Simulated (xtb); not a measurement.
Run report: CH7NOSi, frequency calculation (part 2 of 2)

The same run, continued: CH7NOSi; GFN2-xTB (xtb 6.7.1). The geometry was optimised with GFN2-xTB. The settings are looser than a standard set-up, so the numbers are not reference values.

Geometry of the input (Å):
```
C  -1.1659  1.1773  -0.0352
N  -0.5228  -0.0873  -0.2952
Si 1.0177  -0.5070  0.3500
O  1.4257  -1.9699  -0.2299
H  -1.8861  1.4031  -0.8245
H  -0.4078  1.9569  -0.0214
H  -1.6904  1.1962  0.9272
H  -1.2019  -0.8309  -0.3790
H  1.1153  -0.7527  1.7873
H  1.9153  0.5533  -0.1118
H  1.4009  -2.1389  -1.1676
```

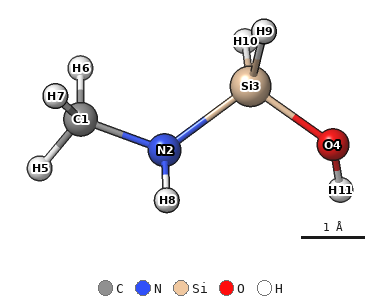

**Figure 1.** The input geometry (ball-and-stick view, seen on its broad side; atoms are numbered from 1 in the order of the input).

**What the program printed, continued**
```
Wiberg/Mayer (AO) data.
largest (>0.10) Wiberg bond orders for each atom

 ---------------------------------------------------------------------------
     #   Z sym  total        # sym  WBO       # sym  WBO       # sym  WBO
 ---------------------------------------------------------------------------
     1   6 C    3.986 --     2 N    1.046     6 H    0.992     5 H    0.983
                             7 H    0.981
     2   7 N    3.242 --     3 Si   1.107     1 C    1.046     8 H    0.964
     3  14 Si   4.025 --     4 O    1.143     2 N    1.107     9 H    0.881
                            10 H    0.880
     4   8 O    2.144 --     3 Si   1.143    11 H    0.895
     5   1 H    0.999 --     1 C    0.983
     6   1 H    0.999 --     1 C    0.992
     7   1 H    1.000 --     1 C    0.981
     8   1 H    0.980 --     2 N    0.964
     9   1 H    0.993 --     3 Si   0.881
    10   1 H    0.990 --     3 Si   0.880
    11   1 H    0.913 --     4 O    0.895
 ---------------------------------------------------------------------------

Topologies differ in total number of bonds
Writing topology from bond orders to xtbtopo.mol

molecular dipole:
                 x           y           z       tot (Debye)
 q only:       -0.211       0.189      -0.284
   full:       -0.494       0.159      -0.385       1.642
molecular quadrupole (traceless):
                xx          xy          yy          xz          yz          zz
Molecule has no symmetry elements
It seems to be the C1 point group
 q only:       -0.322       1.141      -1.037      -1.276       2.950       1.359
  q+dip:       -0.525       2.883      -1.821      -2.072       3.148       2.346
   full:       -0.159       1.740      -1.180      -2.246       4.249       1.339

           -------------------------------------------------
          |               Frequency Printout                |
           -------------------------------------------------
 projected vibrational frequencies (cm⁻¹)
eigval :       -0.00    -0.00     0.00     0.00     0.00     0.00
eigval :      108.65   158.81   196.04   273.86   334.23   539.81
eigval :      553.70   597.29   754.66   787.05   807.54   840.31
eigval :      903.09  1065.78  1115.89  1166.07  1366.79  1424.17
eigval :     1493.72  1506.06  2227.17  2267.95  2901.19  2969.16
eigval :     3031.10  3426.93  3678.94
 reduced masses (amu)
   1: 16.71   2: 15.97   3: 16.41   4: 11.08   5: 12.79   6: 17.57   7: 10.32   8:  5.40
   9: 12.49  10:  4.66  11: 10.98  12:  2.81  13:  7.03  14:  1.40  15:  3.02  16: 10.33
  17:  5.15  18:  5.85  19: 20.01  20:  3.02  21:  3.73  22: 11.07  23:  5.60  24:  2.47
  25:  1.56  26:  1.55  27:  2.10  28:  1.58  29:  1.79  30:  1.62  31:  1.66  32:  1.85
  33:  1.88
 IR intensities (km·mol⁻¹)
   1:  0.40   2:  0.35   3:  0.03   4:  0.89   5:  1.17   6:  0.17   7:  1.61   8:  1.57
   9:  2.40  10: 93.13  11: 59.13  12: 40.30  13:200.52  14:  4.47  15: 90.33  16: 56.89
  17:261.48  18:328.01  19:230.60  20: 26.20  21:  3.32  22: 79.18  23: 77.78  24:  2.02
  25:  3.12  26:  1.93  27:433.46  28:189.83  29: 79.51  30: 56.31  31: 32.27  32:  7.60
  33:  8.46
 Raman intensities (Ä⁴*amu⁻¹)
   1:  0.00   2:  0.00   3:  0.00   4:  0.00   5:  0.00   6:  0.00   7:  0.00   8:  0.00
   9:  0.00  10:  0.00  11:  0.00  12:  0.00  13:  0.00  14:  0.00  15:  0.00  16:  0.00
  17:  0.00  18:  0.00  19:  0.00  20:  0.00  21:  0.00  22:  0.00  23:  0.00  24:  0.00
  25:  0.00  26:  0.00  27:  0.00  28:  0.00  29:  0.00  30:  0.00  31:  0.00  32:  0.00
  33:  0.00
 output can be read by thermo (or use thermo option).
 writing <g98.out> molden fake output.
 recommended (thermochemical) frequency scaling factor: 1.0
           -------------------------------------------------
          |             Thermodynamic Functions             |
           -------------------------------------------------

c1  symmetry found (for desy threshold:  0.10E+00) used in thermo

          ...................................................
          :                      SETUP                      :
          :.................................................:
          :  # frequencies                          27      :
          :  # imaginary freq.                       0      :
          :  linear?                             false      :
          :  only rotor calc.                    false      :
          :  symmetry                               c1      :
          :  rotational number                       1      :
          :  scaling factor                  1.0000000      :
          :  rotor cutoff                   50.0000000 cm⁻¹ :
          :  imag. cutoff                  -20.0000000 cm⁻¹ :
          :.................................................:

    mode    ω/cm⁻¹     T·S(HO)/kcal·mol⁻¹    T·S(FR)/kcal·mol⁻¹   T·S(vib)
   ------------------------------------------------------------------------
       1    108.65    -0.98175 ( 95.71%)    -0.82625 (  4.29%)    -0.97508
       2    158.81    -0.76442 ( 99.03%)    -0.71393 (  0.97%)    -0.76393
       3    196.04    -0.64697 ( 99.58%)    -0.65159 (  0.42%)    -0.64699
       4    273.86    -0.46861 ( 99.89%)    -0.55262 (  0.11%)    -0.46871
   ------------------------------------------------------------------------

   temp. (K)  partition function   enthalpy   heat capacity  entropy
                                   cal/mol     cal/K/mol   cal/K/mol   J/K/mol
 298.15  VIB   17.6                 2359.411     16.589     13.592
         ROT  0.680E+05              888.752      2.981     25.093
         INT  0.120E+07             3248.164     19.570     38.685
         TR   0.656E+27             1481.254      4.968     38.927
         TOT                        4729.4176    24.5382    77.6126   324.7312

       T/K    H(0)-H(T)+PV         H(T)/Eh          T*S/Eh         G(T)/Eh
   ------------------------------------------------------------------------
    298.15    0.753681E-02    0.906807E-01    0.368763E-01    0.538045E-01
   ------------------------------------------------------------------------

         :::::::::::::::::::::::::::::::::::::::::::::::::::::
         ::                  THERMODYNAMIC                  ::
         :::::::::::::::::::::::::::::::::::::::::::::::::::::
         :: total free energy         -14.439856822926 Eh   ::
         ::.................................................::
         :: total energy              -14.493661287780 Eh   ::
         :: zero point energy           0.083143915970 Eh   ::
         :: G(RRHO) w/o ZPVE           -0.029339451116 Eh   ::
         :: G(RRHO) contrib.            0.053804464854 Eh   ::
         :::::::::::::::::::::::::::::::::::::::::::::::::::::

           -------------------------------------------------
          | TOTAL ENERGY              -14.493661287780 Eh   |
          | TOTAL ENTHALPY            -14.402980565087 Eh   |
          | TOTAL FREE ENERGY         -14.439856822926 Eh   |
          | GRADIENT NORM               0.000078526722 Eh/α |
          | HOMO-LUMO GAP               5.863100594322 eV   |
           -------------------------------------------------

------------------------------------------------------------------------
------------------------------------------------------------------------
 total:
 *  cpu-time:     0 d,  0 h,  0 min,  0.719 sec
 * ratio c/w:     0.993 speedup
 SCF:
 *  cpu-time:     0 d,  0 h,  0 min,  0.012 sec
 * ratio c/w:     1.000 speedup
 analytical hessian:
 *  cpu-time:     0 d,  0 h,  0 min,  0.686 sec
 * ratio c/w:     0.993 speedup
```

**File vibspectrum**
```
$vibrational spectrum
#  mode     symmetry     wave number   IR intensity    selection rules
#                         cm**(-1)      (km*mol⁻¹)        IR
     1                      -0.00         0.00000          -
     2                      -0.00         0.00000          -
     3                       0.00         0.00000          -
     4                       0.00         0.00000          -
     5                       0.00         0.00000          -
     6                       0.00         0.00000          -
     7        a            108.65         1.61120         YES
     8        a            158.81         1.57483         YES
     9        a            196.04         2.40419         YES
    10        a            273.86        93.13272         YES
    11        a            334.23        59.12575         YES
    12        a            539.81        40.29522         YES
    13        a            553.70       200.52473         YES
    14        a            597.29         4.46800         YES
    15        a            754.66        90.32787         YES
    16        a            787.05        56.88878         YES
    17        a            807.54       261.47716         YES
    18        a            840.31       328.01231         YES
    19        a            903.09       230.59576         YES
    20        a           1065.78        26.20138         YES
    21        a           1115.89         3.32063         YES
    22        a           1166.07        79.18367         YES
    23        a           1366.79        77.78410         YES
    24        a           1424.17         2.02482         YES
    25        a           1493.72         3.12095         YES
    26        a           1506.06         1.92764         YES
    27        a           2227.17       433.46008         YES
    28        a           2267.95       189.83042         YES
    29        a           2901.19        79.50619         YES
    30        a           2969.16        56.31104         YES
    31        a           3031.10        32.27176         YES
    32        a           3426.93         7.60346         YES
    33        a           3678.94         8.45966         YES
$end
```

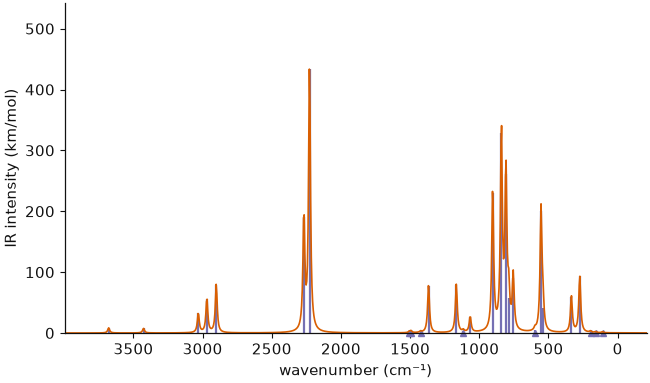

**Figure 2.** Harmonic infrared spectrum, unscaled: sticks (degenerate modes added up, dark ones marked on the axis) with a Lorentzian envelope of 16 cm⁻¹ full width, scaled to the tallest stick. 27 modes from 109 to 3679 cm⁻¹, none imaginary. The strongest line is at 2227 cm⁻¹ (433 km/mol).

**Summary**

```csv
quantity,value
outcome,converged
electrons treated,26
total energy,−14.493661 hartree
dispersion energy,−0.005389 hartree
basis functions,29
HOMO,−9.88 eV
LUMO,−4.02 eV
zero-point energy,0.083144 hartree
dipole moment,1.64 D
"wavenumbers, lowest and highest",109 and 3679 cm⁻¹
hardware,"1 thread of Intel Xeon @ 2.50GHz (Skylake/Cascade Lake), 189 GiB of memory available, shared host"
wall time,0.77 s
peak memory,0.072 GiB
```

Settings chosen away from the usual ones: method = gfn2-xtb; task = frequencies; x = {"hess_step": 0.02}; geo = {"prev": "A"}. These settings are looser than, or depart from, a standard set-up, so the numbers are not reference values for this system.
